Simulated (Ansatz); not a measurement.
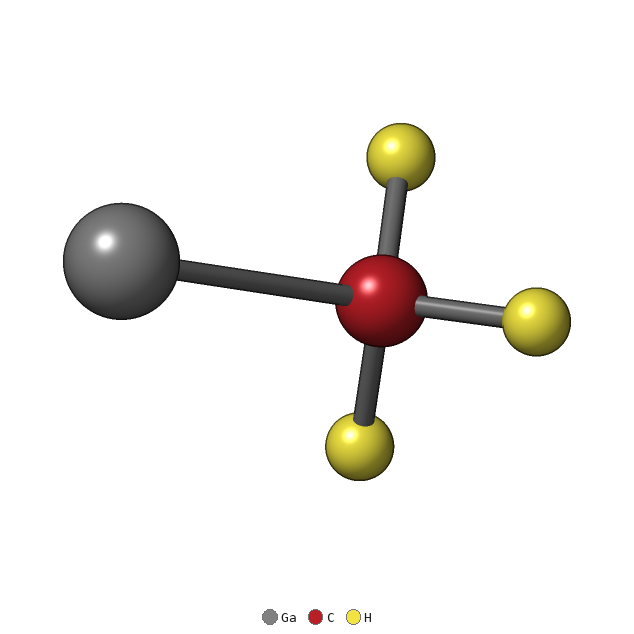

Sticks follow a distance rule. Harmonic vibrations computed with RKS PBE0-D4/def2-TZVP (Ansatz 0.2.0) at a stationary point of the same level.

Is this a minimum or a saddle point?

Answer. A minimum: no imaginary frequency, and the lowest mode lies at 478 cm⁻¹.

List the wavenumbers.

Answer. 9 modes: 478, 478, 491, 1170, 1421, 1421, 3009, 3098, 3098 cm⁻¹.
